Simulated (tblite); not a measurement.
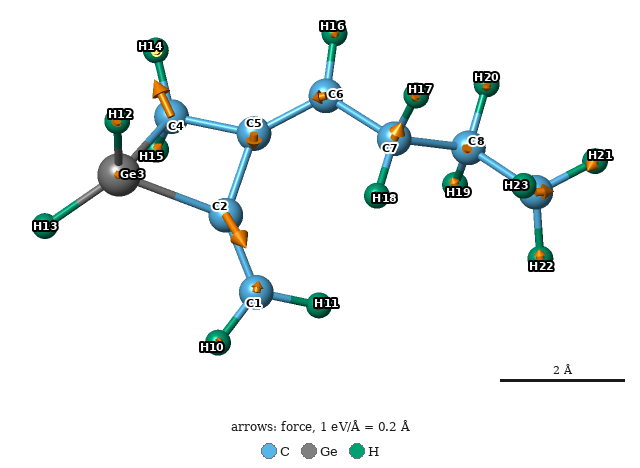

Starting geometry of C₈H₁₄Ge with the computed forces as orange arrows. The picture is a ball-and-stick view, seen at a tilt.

Method: GFN2-xTB geometry optimisation, gas phase in tblite 0.8.0. 

Is this structure relaxed? If not, where do the atoms go?

Answer. It isn't relaxed: the largest force vector, on a C atom, is 3.93 eV/Å. The final displacements have little in common with the starting forces (cosine between the two patterns 0.17). After 174 geometry steps the energy has fallen by 114.7 kJ/mol. The largest moves after the best rigid fit, 1.15 Å, are those of H atoms. Largest moves by element: H 1.15 Å, Ge 0.51 Å, C 0.37 Å. Near-neighbour distances that change, for instance: C–Ge 1.920 → 1.971 Å, C–H 1.127 → 1.088 Å, C–C 1.481 → 1.518 Å, C–Ge 1.960 → 1.996 Å. Bond angles that change, for instance: C–C–C 89.7° → 103.8°, C–C–C 139.2° → 125.2°, H–Ge–H 119.5° → 107.3°. Groups turn about C–C by about 40°.
